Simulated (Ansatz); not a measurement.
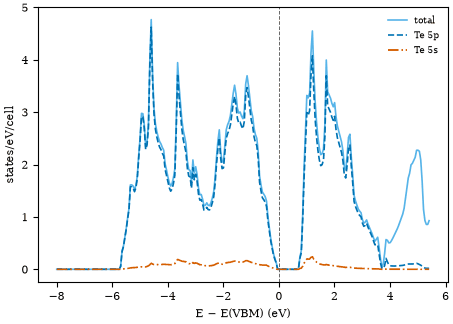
Total and projected density of states of Te (trigonal Se type, P3_121), the program Ansatz at the r²SCAN+D4 level (PAW)

**Question.** Which orbitals carry the states next to the gap?

**Answer.** Top 1 eV of the valence band: Te 5p 93 %. Bottom 1 eV of the conduction band: Te 5p 90 %, Te 5s 5 %. Projections are on Löwdin-orthogonalised atomic valence shells; empty p or d shells of many metals are not among them.

**Question.** Where is the tallest occupied peak in this window, and what makes it?

**Answer.** Near -4.6 eV, about 4.8 states/eV per cell; the largest projected share is Te 5p.

Symmetry was held in the r²SCAN+D4 relaxation; phonons on a q-mesh show no instability. Spin–orbit coupling is left out wherever it is not named.

Potentials: the later of the program's two PAW sets.
